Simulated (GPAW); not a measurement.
Band structure of Au (Fm-3m, 1 atom in the cell).

```
CELL_PARAMETERS angstrom
      0.00000     2.11693     2.11693
      2.11693     0.00000     2.11693
      2.11693     2.11693     0.00000
ATOMIC_POSITIONS crystal
  Au 0.00000 0.00000 0.00000
```

Method of the run: PBE, GPAW PAW datasets PBE (gpaw-data 1.0.1) (plane waves; GPAW 25.7.0).

Settings: mode = pw; ecut = 600 eV; xc = PBE; kpts = 13 13 13; mesh shift (steps) = 0 0 0; occupations.name = methfessel-paxton; occupations.width = 0.136 eV; occupations.order = 0; nbands = -7; convergence.forces = 0.001 eV/Å; symmetry.symmorphic = false; symmetry.tolerance = 0.0005; maxiter = 100; bandpath_npoints = 40.

The starting cell comes from a database of computed structures (which also holds hypothetical and non-ambient phases and stackings), without a prior relaxation at this level. Its lattice was rescaled by a random factor within 2.5 % of one. Spin-orbit coupling is off.

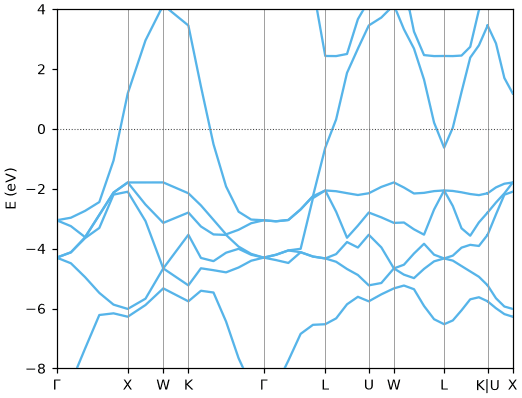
Bands along the path, energies from the Fermi level.

Levels in eV from the Fermi level, bands 2 to 9:
| point | 2 | 3 | 4 | 5 | 6 | 7 | 8 | 9 |
|---|---|---|---|---|---|---|---|---|
| Γ | -4.30 | -4.30 | -4.30 | -3.05 | -3.05 | 15.48 | 18.61 | 18.61 |
| X | -6.01 | -2.10 | -1.79 | -1.79 | 1.18 | 4.87 | 9.77 | 9.77 |
| W | -4.66 | -4.66 | -3.14 | -1.79 | 4.14 | 5.85 | 5.85 | 8.67 |
| K | -5.23 | -3.54 | -2.79 | -2.15 | 3.45 | 4.28 | 6.72 | 12.01 |
| L | -4.33 | -4.33 | -2.06 | -2.06 | -0.63 | 2.43 | 14.71 | 16.66 |
| U | -5.23 | -3.54 | -2.79 | -2.15 | 3.45 | 4.28 | 6.72 | 12.01 |

Bands cross the Fermi level along this path, so the cell is metallic at this level.
